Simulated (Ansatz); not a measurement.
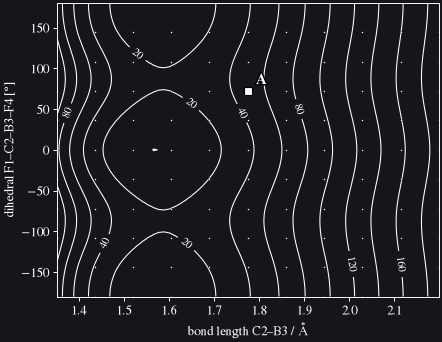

CH₂BBrF₂, SMILES FCB(F)Br. The first coordinate is: bond length C2–B3; the second: dihedral F1–C2–B3–F4. Nothing is relaxed (all other coordinates rigid). The scan uses an 11 × 10 grid; 81 points were computed and 29 follow by symmetry. Points are written as (first, second). Energies: kJ/mol, counted from the relaxed molecule at the same level. These are results of RKS r2SCAN-D4/def2-SVP in Ansatz, not measurements.

Drawn: contour lines labelled in kJ/mol, dots at the grid points, the point A. Between grid points the surface is interpolated.

Which way does the force act at A, and how strong is it?

A, at (1.775 Å, 72°), is not a stationary point. The computed force is 270 kJ/mol for each Å towards smaller values of bond length C2–B3 and 0.13 kJ/mol for each degree towards smaller values of dihedral F1–C2–B3–F4.
